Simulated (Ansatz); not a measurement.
# TiO2 (Rutile): bands and screening cutoff converge together, part 2 of 2

Can the band sum of G0W0 be converged at a fixed screening cutoff? A test on TiO2 (Rutile).

Ansatz 0.2.0; G0W0 on PBE, plane waves, PAW; PAW set soft_1. Known limits of the many-body steps: not at the basis limit; coarse k mesh.

So far. Step 7 (260 empty bands, screening to 150 eV): The G0W0 gap on the mesh is 3.233 eV.

### Step 8. 462 empty bands, screening to 220 eV

The input, input.yaml:

```yaml
crystal:
  lattice:
    - [4.5922, 0.0, 0.0]
    - [0.0, 4.5922, 0.0]
    - [0.0, 0.0, 2.9574]
  atoms:
    - { symbol: Ti, position: [0.0, 0.0, 0.0] }
    - { symbol: Ti, position: [0.5, 0.5, 0.5] }
    - { symbol: O, position: [0.30496, 0.30496, 0.0] }
    - { symbol: O, position: [0.19504, 0.80496, 0.5] }
    - { symbol: O, position: [0.69504, 0.69504, 0.0] }
    - { symbol: O, position: [0.80496, 0.19504, 0.5] }
kpoints:
  mp_grid: { grid: [4, 4, 4] }
hamiltonian:
  xc: pbe
  pseudopotentials: { kind: paw, azcp: { folder: soft_1 } }
scf:
  occupations: { method: fixed }
gw:
  n_empty_bands: 462
  ecut_chi: 220
  qp_bands: [v2, c2]
  qp_kpoints: band_edges
  screening: { model: contour_deformation }
```

Started as:

```
$ ansatz run input.yaml --threads 2 --pin off --max-ram 73728MiB --backend cuda --events-out ev --progress --plain --runs-dir out --devices 1 --max-vram 13GiB
```

Numbers of over 12 decimals in the logs are rounded to 6 here.

The program printed:

```text
GPUs: using 1 of 1 available (devices: 1).
[...]
GPU FFT provider: cuFFT
GPU libraries: cuBLAS 13.8.2, cuFFT 12.4.0, cuSOLVER 12.3.4
Crystal: 6 atoms, lattice volume = 62.367 Å³
Basis set: ecut = 420 eV, 1217 PW (Γ)
Bands: 30, of which v1, the nominal top of the filled ones, is band 24 counted from 1 (23 counted from 0)
Symmetry: 16 space group operations
[...]
k-points: 18 of 64
[...]
1    26     11.6462   -13.9505    -7.4360   -22.4896  0.7068    12.7813    12.7493  root
[...]
17    23      8.4049   -26.2457     4.4796   -21.3387  0.7061     7.9736     7.9775  root
    17    24      8.4049   -26.2457     4.4796   -21.3387  0.7061     7.9736     7.9775  root
    17    25     11.6817   -13.8504    -7.1659   -21.9685  0.6951    12.6593    12.6339  root
    17    26     11.6817   -13.8504    -7.1659   -21.9685  0.6951    12.6593    12.6339  root
[key lines of the parts left out:]
SCF converged after 9 iterations
Free energy (F): -7277.279843 eV
Fermi energy:    9.071151 eV
```

The job ended after 33 s (1 × NVIDIA H100 80GB HBM3 (shared by 6 runs) with 2 threads of AMD EPYC 7R13 (Zen 3), shared host; peak memory 1.8 GiB).

The G0W0 gap on the mesh is 3.269 eV.

### Step 9. 141 empty bands, screening to 300 eV

input.yaml, as its differences from that of step 8:

```diff
@@ -20,4 +20,4 @@
 gw:
-  n_empty_bands: 462
-  ecut_chi: 220
+  n_empty_bands: 141
+  ecut_chi: 300
   qp_bands: [v2, c2]
```

The program printed:

```text
GPUs: using 1 of 1 available (devices: 1).
[...]
GPU FFT provider: cuFFT
GPU libraries: cuBLAS 13.8.2, cuFFT 12.4.0, cuSOLVER 12.3.4
Crystal: 6 atoms, lattice volume = 62.367 Å³
Basis set: ecut = 420 eV, 1217 PW (Γ)
Bands: 30, of which v1, the nominal top of the filled ones, is band 24 counted from 1 (23 counted from 0)
Symmetry: 16 space group operations
[...]
k-points: 18 of 64
[...]
1    26     11.6462   -13.9505    -7.1122   -22.4896  0.7060    13.1327    13.0731  root
[...]
17    23      8.4049   -26.2457     4.8140   -21.3387  0.7045     8.3118     8.3120  root
    17    24      8.4049   -26.2457     4.8140   -21.3387  0.7045     8.3118     8.3120  root
    17    25     11.6817   -13.8504    -6.8611   -21.9685  0.6935    12.9882    12.9388  root
    17    26     11.6817   -13.8504    -6.8611   -21.9685  0.6935    12.9882    12.9388  root
[key lines of the parts left out:]
SCF converged after 9 iterations
Free energy (F): -7277.279843 eV
Fermi energy:    9.071151 eV
```

Run time: 20 s. Hardware: 1 × NVIDIA H100 80GB HBM3 (shared by 6 runs) with 2 threads; peak memory 2.3 GiB; 21 s of CPU time.

The G0W0 gap on the mesh is 3.238 eV.

### Step 10. 735 empty bands, screening to 300 eV

input.yaml, as its differences from that of step 9:

```diff
@@ -20,3 +20,3 @@
 gw:
-  n_empty_bands: 141
+  n_empty_bands: 735
   ecut_chi: 300
```

The program printed:

```text
GPUs: using 1 of 1 available (devices: 1).
[...]
GPU FFT provider: cuFFT
GPU libraries: cuBLAS 13.8.2, cuFFT 12.4.0, cuSOLVER 12.3.4
Crystal: 6 atoms, lattice volume = 62.367 Å³
Basis set: ecut = 420 eV, 1217 PW (Γ)
Bands: 30, of which v1, the nominal top of the filled ones, is band 24 counted from 1 (23 counted from 0)
Symmetry: 16 space group operations
[...]
k-points: 18 of 64
[...]
1    26     11.6462   -13.9505    -7.5034   -22.4896  0.7057    12.7099    12.6819  root
[...]
17    23      8.4049   -26.2457     4.3922   -21.3387  0.7043     7.8842     7.8901  root
    17    24      8.4049   -26.2457     4.3922   -21.3387  0.7043     7.8842     7.8901  root
    17    25     11.6817   -13.8504    -7.2347   -21.9685  0.6935    12.5868    12.5651  root
    17    26     11.6817   -13.8504    -7.2347   -21.9685  0.6935    12.5868    12.5651  root
[key lines of the parts left out:]
SCF converged after 9 iterations
Free energy (F): -7277.279843 eV
Fermi energy:    9.071151 eV
```

Elapsed: 57 s, on 1 × NVIDIA H100 80GB HBM3 (shared by 6 runs) with 2 threads; peak memory 2.8 GiB; 89 s of CPU time.

The G0W0 gap on the mesh is 3.290 eV.

### Step 11. The grid

Start PBE, 4×4×4 mesh. Times are wall times on 1 × NVIDIA H100 80GB HBM3 (shared by 6 runs) with 2 threads of AMD EPYC 7R13 (Zen 3), shared host, good to a factor of about two.

```
cutoff (eV)  plane waves at q = 0  bands summed  gap (eV)  Σc valence (eV)  Σc conduction (eV)   time
         50                    47            74     3.474             4.99               -6.33  6.6 s
         50                    47           284     3.398             4.74               -6.66   15 s
        100                   145           165     3.233             4.78               -6.79   11 s
        100                   145           759     3.197             4.60               -7.00   43 s
        150                   265            74     3.279             5.15               -6.37  9.8 s
        150                   265           284     3.233             4.59               -6.97   13 s
        220                   471           486     3.269             4.43               -7.09   33 s
        300                   737           165     3.238             4.77               -6.79   20 s
        300                   737           759     3.290             4.35               -7.16   57 s
```

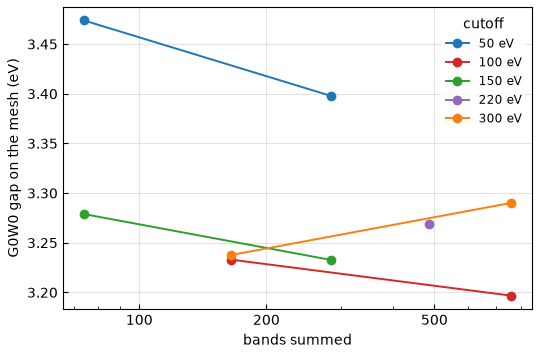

The gap against bands, one line for each screening cutoff.

### Step 12. Summary of results

| Quantity | Value |
| --- | --- |
| 74 bands, 50 eV | 3.474 eV |
| 284 bands, 50 eV | 3.398 eV |
| 165 bands, 100 eV | 3.233 eV |
| 759 bands, 100 eV | 3.197 eV |
| 74 bands, 150 eV | 3.279 eV |
| 284 bands, 150 eV | 3.233 eV |
| 486 bands, 220 eV | 3.269 eV |
| 165 bands, 300 eV | 3.238 eV |
| 759 bands, 300 eV | 3.290 eV |
| estimated limit along the diagonal | 3.33 eV |
| mesh and start | 4×4×4, PBE |

**Reading.** At 50 eV, going from 74 to 284 bands moves the gap by −0.08 eV. At 100 eV, going from 165 to 759 bands moves the gap by −0.04 eV. At 150 eV, going from 74 to 284 bands moves the gap by −0.05 eV. At 300 eV, going from 165 to 759 bands moves the gap by +0.05 eV. At 74 bands, raising the cutoff from 50 to 150 eV moves it by −0.19 eV. At 284 bands, raising the cutoff from 50 to 150 eV moves it by −0.17 eV. At 165 bands, raising the cutoff from 100 to 300 eV moves it by +0.005 eV. At 759 bands, raising the cutoff from 100 to 300 eV moves it by +0.09 eV. Along the diagonal, where both rise together, the two highest rungs point to 3.33 eV. Gaps are over the mesh's points; an edge off the mesh would be missed. A low cutoff hides what high bands add, so a band series at one cutoff can look settled before the gap is. The 4×4×4 mesh is coarse for this cell (its supercell is 12 Å along the shortest edge). The RPA ε∞ on it, from the PBE start, is 7.22 and 9.03; such meshes misread the long-range screening, most where the gap is narrow.

[Paths, hosts, dates, memory and timing lines, banners, echoed tables and standing remarks are left out of the program output.]

[Logs are printed without paths, hosts, clocks, repeated set-up lines and the standing remarks that a program may print on its own settings, such as how far it seeks lower states.]

[Runs of the session that timed out or met a known fault of the program may be left out.]

[Cells called generated may have been cut or substituted from an entry of the Crystallography Open Database or the Materials Project.]

[Hosts, paths, dates, database ids (printed as entryN), source tags and the programs' standing remarks are cut or masked in the printed files.]
